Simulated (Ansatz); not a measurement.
FH4PSi···H2O

Input file:

```
crystal:
  periodic: [false, false, false]
  atoms:
    - { symbol: Si, position_ang: [0.241803, -0.488857, -0.418089] }
    - { symbol: O, position_ang: [0.123927, 0.339038, 2.335067] }
    - { symbol: H, position_ang: [-0.547899, -0.07609, 2.887537] }
    - { symbol: H, position_ang: [1.04902, 0.755378, -0.34902] }
    - { symbol: H, position_ang: [-1.19226, -0.317535, -0.066034] }
    - { symbol: F, position_ang: [0.265619, -0.956782, -1.985718] }
    - { symbol: P, position_ang: [1.161795, -2.077895, 0.806423] }
    - { symbol: H, position_ang: [0.046402, -2.962983, 0.706193] }
    - { symbol: H, position_ang: [1.873796, -2.675274, -0.273557] }
    - { symbol: H, position_ang: [0.938097, -0.156499, 2.576998] }
basis:
  gaussian: { orbitals: def2-SVP }
hamiltonian:
  xc: pbe0
  dispersion: d4
relax:
  f_tol: 0.03
  max_steps: 50
output:
  orbitals: {}
```

Run with:

```sh
ansatz run input.yaml --threads 2 --pin off --max-ram 3072MiB --backend cpu --events-out ev --progress --plain --runs-dir out
```

The fields are those of the relaxed geometry.

Theory: RKS PBE0-D4/def2-SVP in Ansatz 0.2.0.

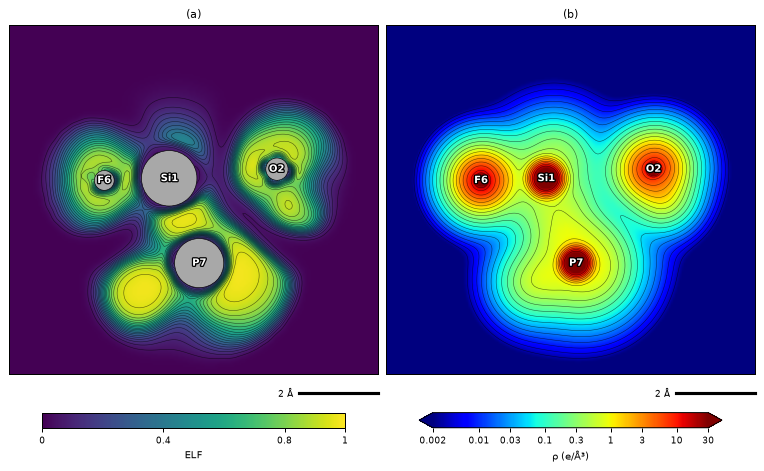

Figure 1. (a) ELF; (b) electron density on the plane of atoms F6, Si1 and P7. Grey discs cover the atomic cores in the ELF map.

What do the fields say about this system?

- The plane passes through Si, O, F and P nuclei.
- Si1···O2 (2.73 Å): the density falls to about 0.12 e/Å³ on the way; the ELF is about 0.10 at the midpoint.
- Si–F (1.64 Å): ρ at the midpoint is about 0.96 e/Å³; the ELF peaks at about 0.90 in the valence shell of F, 0.6 Å from its nucleus, and is about 0.35 at the midpoint.
- Si–P (2.27 Å): ρ is about 0.73 e/Å³ halfway, with its minimum of 0.63 e/Å³ about 0.8 Å from Si; the ELF peaks at about 0.95 between the atoms: a shared electron pair.
- The ELF also peaks beside P7, F6 and O2, away from the bonds: lone-pair regions.

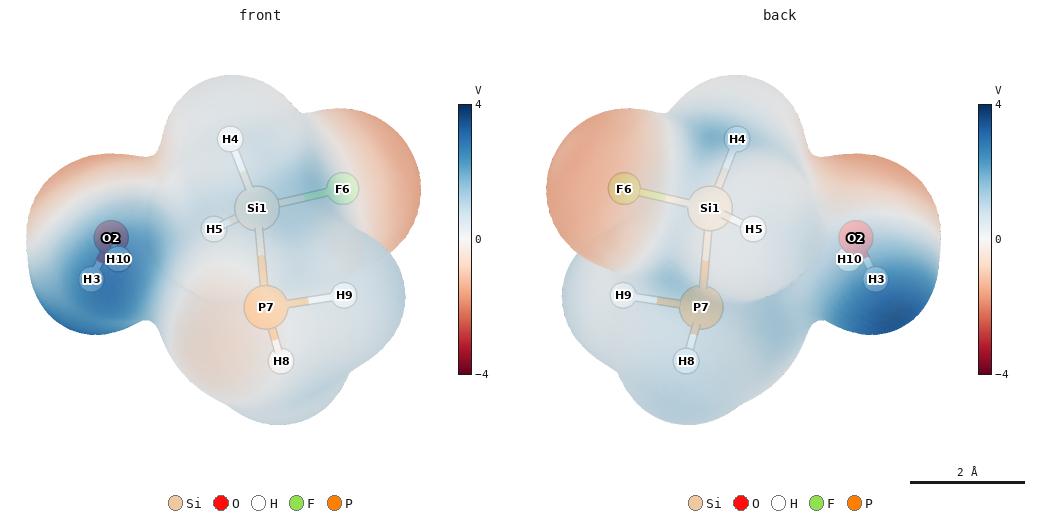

Figure 2. The electrostatic potential painted on the density surface at 0.004 e/bohr³, seen from the front and from behind; red is negative and blue positive.

Which sites attract a positive test charge, and which a negative one?

A positive charge is drawn to the negative regions and a negative charge to the positive ones. The most negative region (about −1.4 V) lies over O2 and F6, the most positive (about +3.4 V) over H3.

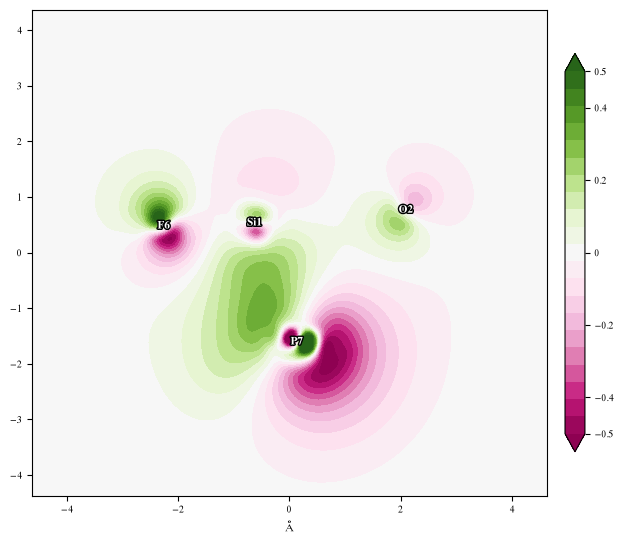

Figure 3. The HOMO on the plane of atoms F6, Si1 and P7 (values in Å⁻³ᐟ²; the overall sign is arbitrary).

What is the character of this orbital?

Its weight (Hirshfeld) is mainly on P7 (about 70 %) and Si1 (about 10 %); largely a lone pair of P7. Its energy is −7.55 eV.
